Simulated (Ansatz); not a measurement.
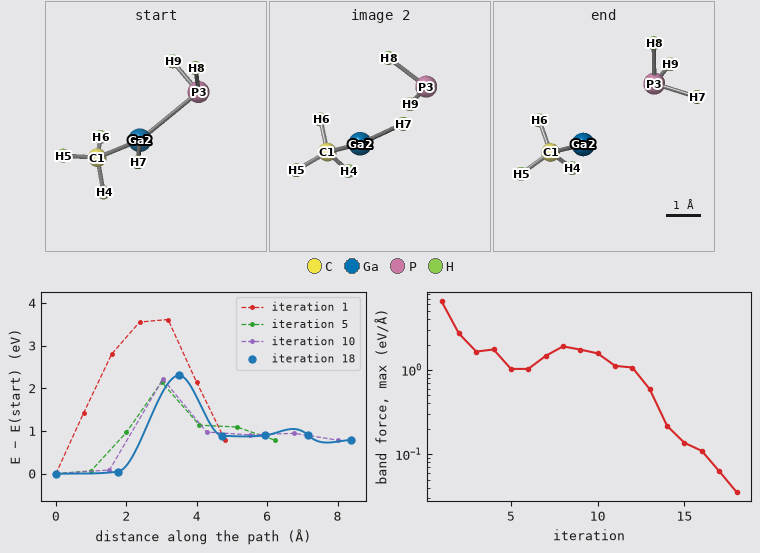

A search for the minimum-energy path of CH₆GaP by the nudged elastic band. Images are numbered from 0 (start) to 6 (end). The plot follows the band through its iterations. Style: ball-and-stick. Shown from a free direction.

Theory: RKS B3LYP-D4/def2-SVP in Ansatz 0.2.0. Run with 5 movable images; climbing image; force threshold 0.05 eV/Å; iteration limit 60; starting path through a guess of the saddle point.

Q: Did the band converge, and can the barrier be trusted?

A: The run is converged, with reservations. The band converged in 18 iterations. The largest component of the band force went from 6.5 to 0.036 eV/Å. The climbing image converged on the top of the path. Its vibrational analysis gives one imaginary mode (887i cm⁻¹), as a transition state must have. The first iteration put the highest image at 3.61 eV. The energy climbs by 2.30 eV to image 2 and then falls by 1.51 eV, so the end point sits at +0.79 eV.

The run took 2.4 min on 2 threads of Intel(R) Xeon(R) Platinum 8488C (Sapphire Rapids) (shared host), peak memory 0.22 GiB.
